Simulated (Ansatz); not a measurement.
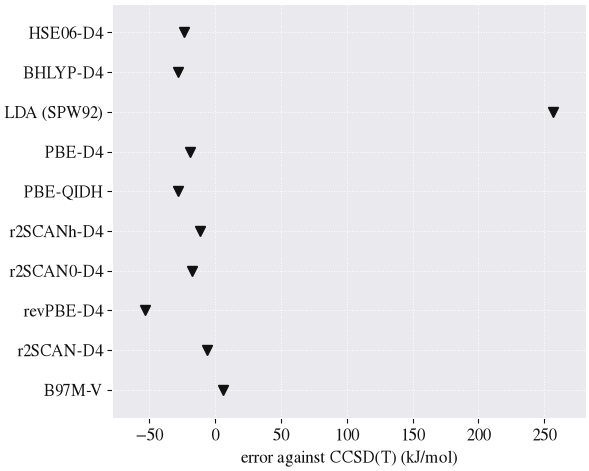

Error in the electronic atomisation energy (method less reference, so positive means overbinding) of CH₆Si, SMILES C[SiH3]: functionals in def2-TZVPP against frozen-core CCSD(T) at the limit (scheme: direct), which gives 2633.2 kJ/mol, at a PBE0-D4/def2-TZVP geometry (a minimum by its frequencies), no zero-point or spin-orbit term, the Ansatz code 0.2.0. The reference leaves out core correlation, a term that grows with the number of heavy atoms. PBE-QIDH holds a correlation term that converges slowly with the basis, so part of the distance to the limit is basis error. No dispersion term is added to PBE-QIDH.

Q: What range do the values span?

A: From −53.2 kJ/mol (revPBE-D4) to 256.6 kJ/mol (LDA (SPW92)).

Q: Give the values.

A:
```
      level  kJ/mol
   HSE06-D4   −23.4
   BHLYP-D4   −27.7
LDA (SPW92)   256.6
     PBE-D4   −18.7
   PBE-QIDH   −28.4
 r2SCANh-D4   −11.2
 r2SCAN0-D4   −17.7
  revPBE-D4   −53.2
  r2SCAN-D4    −6.3
     B97M-V     6.1
```
